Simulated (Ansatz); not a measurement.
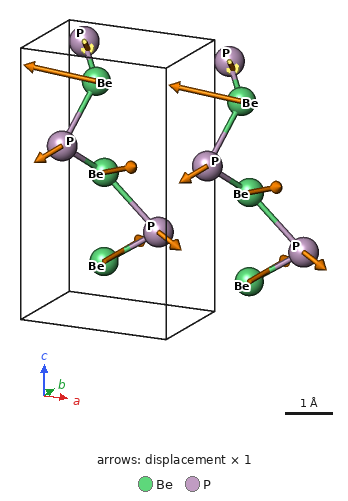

This is a relaxation of solid BeP (built on the random type) (coarse preliminary run). The starting structure is drawn; orange arrows show the displacements (the part carried along by the change of the cell is left out), at their true length.

Style: ball-and-stick. Shown: the cell of the calculation, repeated 2 × 1 × 1 with one cell outlined, slightly off an axis.

Case: random cell with space group P3_2 (No. 145).

Level of theory: DFT PBE, scalar-relativistic, plane waves, PAW (Ansatz).

Input file:
```yaml
crystal:
  lattice:
    - [4.3109005046, 0.0, 0.0]
    - [-2.1554502523, 3.7333493501, 0.0]
    - [0.0, 0.0, 5.8666611816]
  atoms:
    - { symbol: Be, position: [0.3407837257, 0.6956198652, 0.1666666667] }
    - { symbol: Be, position: [0.3548361395, 0.6592162743, 0.5] }
    - { symbol: Be, position: [0.3043801348, 0.6451638605, 0.8333333333] }
    - { symbol: P, position: [0.6666666667, 0.8396921145, 0.2843185658] }
    - { symbol: P, position: [0.1730254479, 0.3333333333, 0.6176518992] }
    - { symbol: P, position: [0.1603078855, 0.8269745521, 0.9509852325] }
basis:
  ecutwfc: 420
kpoints:
  mp_grid: { grid: [6, 6, 4] }
hamiltonian:
  xc: pbe
scf:
  occupations: { method: gaussian, width: 0.1 }
  lower_state_search: "off"
output:
  forces: true
  stress: true
  eigenvalues: true
relax:
  adjacent_minimum: "off"
  f_tol: 0.04
  max_steps: 70
  cell: { stress_tol: 0.4 }
```

Command:
```bash
ansatz run input.yaml --threads 1 --pin off --max-ram 2560MiB --backend cpu --events-out ev --progress --plain --runs-dir out
```

Question: Atoms of which element are displaced furthest, and by how much?

Answer: Beryllium: up to 1.61 Å, against 0.74 Å for phosphorus.

Question: Describe the change and its energy.

Answer: Over 24 accepted moves (27 points after the start) the energy falls by 3881 meV per atom. The largest force component goes from 25 to 0.034 eV/Å. Pressure: 74.00 GPa at the start and 0.17 GPa at the end. The line search rejected the trial steps at points 6, 24 of the run. The SCF was repeated once at an unchanged geometry on a basis and grid sized afresh for the cell, which shifted the energy by 2.6 meV per atom at most. The largest moves relative to the cell, 1.61 Å, are those of Be1, Be2 and Be3. Be3 goes roughly along [−3 −2 0]. By element the largest moves are Be 1.61 Å, P 0.74 Å. The drawn cell changes as follows: a = b 4.311 → 3.680 Å (−14.6 %), c 5.867 → 7.111 Å (+21.2 %); the volume changes by −11.7 %. Among the contacts that change: Be1–P4 4.455 → 2.145 Å, Be1–P4 (another image) 3.333 → 2.119 Å, P4–P5 2.911 → 3.743 Å, Be1–P6 1.723 → 2.504 Å. New bonds form: Be1–P4 (3.33 → 2.12 Å), Be1–P4 (4.45 → 2.15 Å), Be2–P5 (3.33 → 2.12 Å), Be2–P5 (4.45 → 2.15 Å). Bond angles that change, for instance: Be1–P4–Be2 77.2° → 107.4°, P4–Be1–P6 137.2° → 107.6°. The space group stays P3_2 (No. 145).
